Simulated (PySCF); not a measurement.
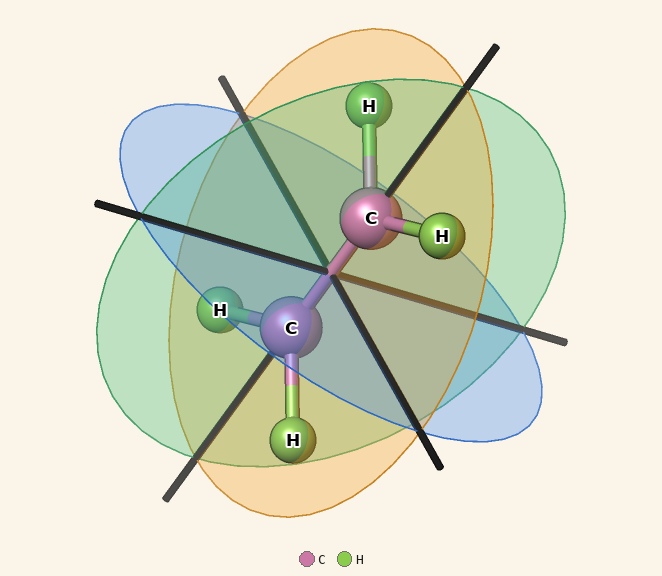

All proper rotation axes (lines) and mirror planes (discs) of the structure are drawn in. Depth is shown by fading: the farther an atom, the more it takes the colour of the background. Computed geometry: GFN2-xTB optimisation. No frequency run is at hand to confirm it as a minimum.

**Name the symmetry elements and the point group.**

It has 3 C2 axes, 3 mirror planes and a centre of inversion. Point group D2h. The group has 8 operations. The geometry is achiral, and symmetry forbids a dipole moment.
